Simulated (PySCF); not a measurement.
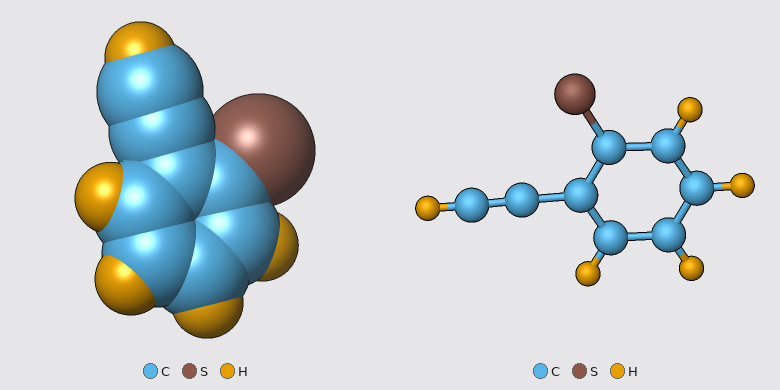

Both panels show the same species.

State: charge −1, singlet. The geometry was computed by an optimisation with GFN2-xTB. No frequency run is at hand to confirm it as a minimum.

> Give the formula.

C8H5S(-), 14 atoms: 8 carbon, 5 hydrogen and 1 sulfur.

> Does it have rings?

Independent rings (smallest set): 1 of 6 members, 1 of them aromatic.

> How many bonds of each kind are drawn?

8 C–C, 5 C–H, 1 C–S.

> Give a SMILES string for it.

C#Cc1ccccc1[S-]

More results for the same structure follow; atom numbers are the same in all pictures, views and colours differ.

**Symmetry**

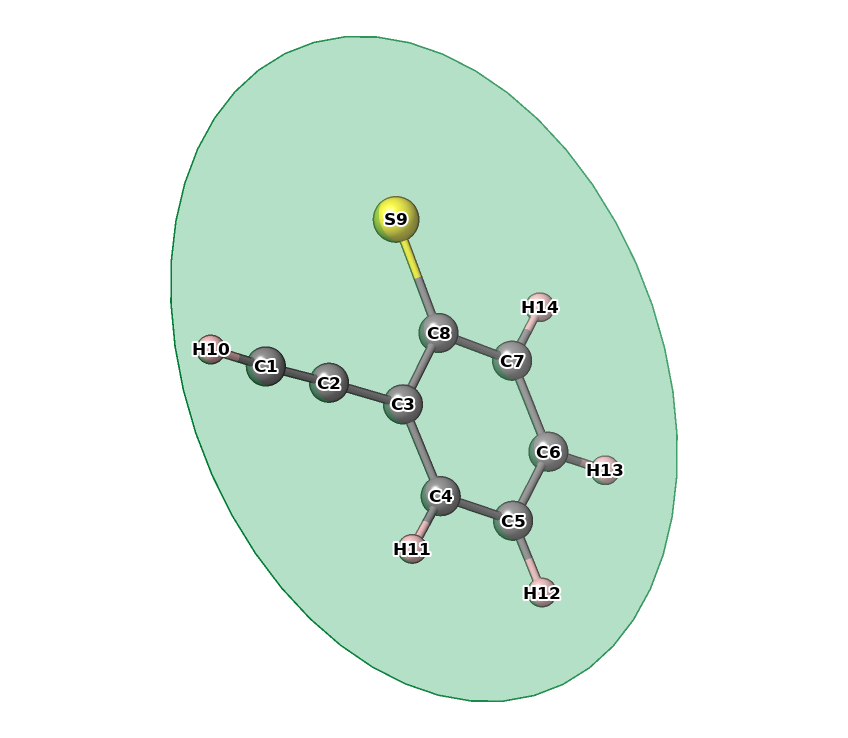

A disc through the centre of mass is drawn in. Depth is shown by fading: the farther an atom, the more it takes the colour of the background. No frequency run is at hand to confirm it as a minimum.

> Is the plane of the disc a mirror plane of the structure?

Yes. The reflection leaves C1, C2, C3, C4, C5, C6, C7, C8, S9, H10, H11, H12, H13, H14 in place. The point group is Cs.

**Electronic properties**

No frequency run is at hand to confirm it as a minimum. Method: PBE0/def2-SVPD, gas phase (PySCF 2.14.0).

What does the calculation give?

- HOMO energy (Kohn–Sham orbital): −0.83 eV
- mean static polarisability: 137.3 bohr³

**NMR shielding**

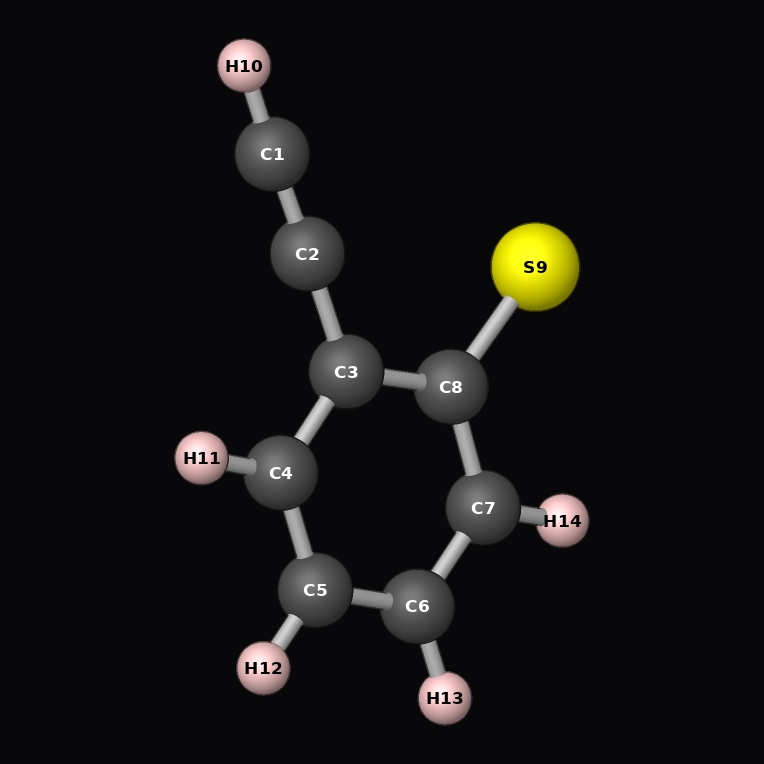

No frequency run is at hand to confirm it as a minimum. Properties computed with GIAO PBE0/pcSseg-1 NMR shielding, non-relativistic, gas phase (PySCF 2.14.0). Principal shieldings σ11 ≤ σ22 ≤ σ33, span Ω = σ33 − σ11, skew κ = 3(σiso − σ22)/Ω.

> Which C atom has the most anisotropic shielding?

C2, with a span of 314 ppm.

Give the shielding tensors of the C atoms.

| atom | σ11 | σ22 | σ33 | σiso | Ω | κ |
| --- | --- | --- | --- | --- | --- | --- |
| C1 | 49.5 | 73.6 | 197.8 | 107.0 | 148.4 | 0.67 |
| C2 | −19.2 | −4.1 | 294.5 | 90.4 | 313.7 | 0.90 |
| C3 | −25.6 | 66.1 | 146.8 | 62.4 | 172.3 | −0.06 |
| C4 | −58.8 | 51.7 | 157.3 | 50.1 | 216.0 | −0.02 |
| C5 | −18.6 | 77.2 | 170.1 | 76.2 | 188.7 | −0.02 |
| C6 | −49.5 | 63.8 | 165.3 | 59.9 | 214.8 | −0.06 |
| C7 | −52.7 | 57.3 | 132.7 | 45.8 | 185.5 | −0.19 |
| C8 | −100.7 | −59.5 | 157.5 | −0.9 | 258.2 | 0.68 |

Shieldings and span in ppm.

**Quadrupole coupling**

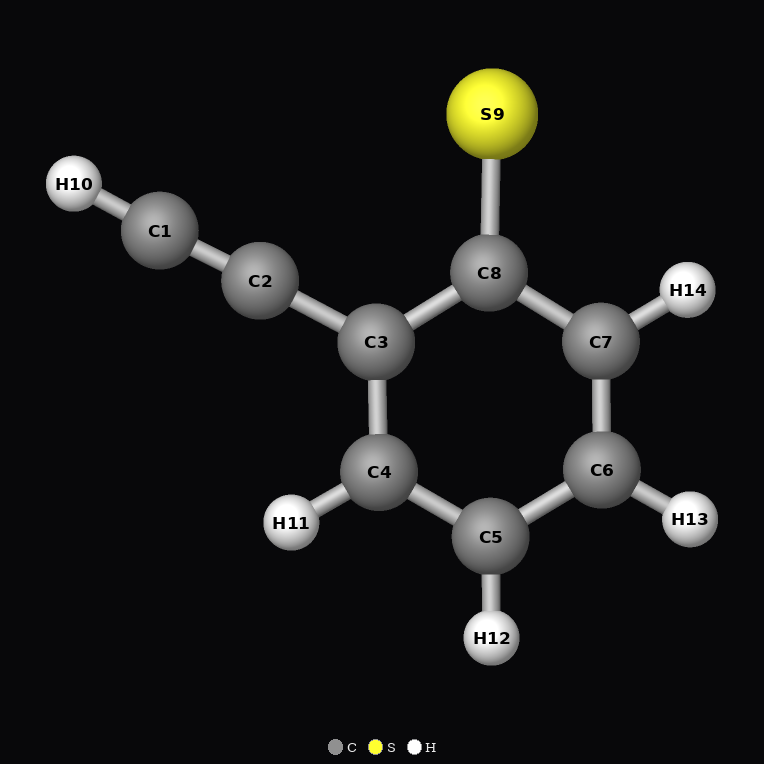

No frequency run is at hand to confirm it as a minimum. Electric field gradients from the ground-state density, PBE0/pcSseg-1 (PySCF 2.14.0), non-relativistic apart from any core potentials.

Give the largest field-gradient component, the quadrupole coupling constant and the asymmetry for 33S at S9 (Q = −67.81 mb), 2H at H10 (Q = 2.86 mb), 2H at H11 (Q = 2.86 mb), 2H at H12 (Q = 2.86 mb), 2H at H13 (Q = 2.86 mb).

```json
{"atom": "S9", "V_zz (a.u.)": "2.273", "e²qQ/h (MHz)": "−36.2", "η": "0.74"}
{"atom": "H10", "V_zz (a.u.)": "0.406", "e²qQ/h (MHz)": "0.273", "η": "0.01"}
{"atom": "H11", "V_zz (a.u.)": "0.321", "e²qQ/h (MHz)": "0.216", "η": "0.06"}
{"atom": "H12", "V_zz (a.u.)": "0.331", "e²qQ/h (MHz)": "0.223", "η": "0.09"}
{"atom": "H13", "V_zz (a.u.)": "0.326", "e²qQ/h (MHz)": "0.219", "η": "0.06"}
```
